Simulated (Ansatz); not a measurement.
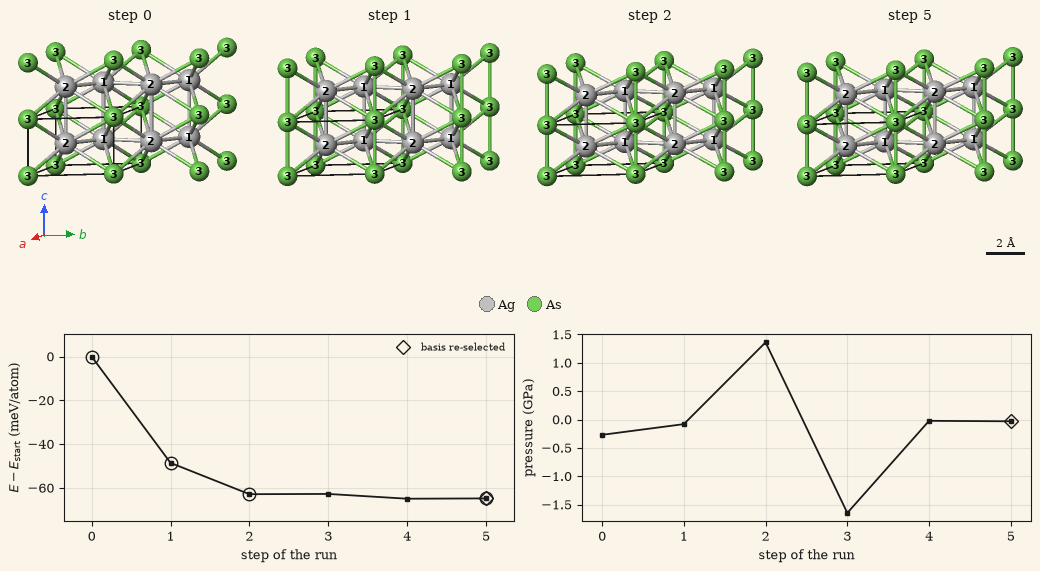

Frames of a relaxation of crystalline Ag$_{2}$As (a generated structure, set up in P6/mmm) (coarse preliminary run), marked on the history of the run. Style: ball-and-stick. Shown: the cell of the calculation, repeated 1 × 2 × 2 with one cell outlined, slightly off an axis.

Computed with DFT PBE, scalar-relativistic, plane waves, PAW in Ansatz. (plane-wave cutoff 420 eV; k-point mesh 6 × 6 × 6; occupations gaussian; smearing width 0.1 eV; no spin polarisation; cell and atoms relaxed; force threshold 0.04 eV/Å; at most 70 steps)

What happens along the run?

Answer. The energy falls by 64.8 meV per atom in 4 accepted moves (5 points after the start). All forces vanish by symmetry, so only the cell relaxes. The pressure goes from −0.27 to −0.03 GPa. At 1 point the geometry stayed and the basis and grid were re-selected for the new cell (energy shift of 0.1 meV per atom at most each time). The atoms keep their places relative to the cell (all moves are under 0.005 Å). The volume changes by −1.9 %, with a = b 4.675 → 4.838 Å (+3.5 %), c 3.053 → 2.797 Å (−8.4 %). Some distances before and after: Ag1–Ag1 3.053 → 2.797 Å, As3–As3 3.053 → 2.797 Å, Ag1–Ag2 2.699 → 2.793 Å, Ag1–As3 3.101 → 3.124 Å. The space group stays P6/mmm (No. 191). Cost: 18 s on 1 thread of Arm Neoverse V1 (shared host), peak memory 0.36 GiB. From step 0 to 1: volume −1.6 %, energy −48.6 meV per atom. From step 1 to 2: volume −1.7 %, energy −14.3 meV per atom. From step 2 to 5: volume +1.5 %, energy −1.9 meV per atom.
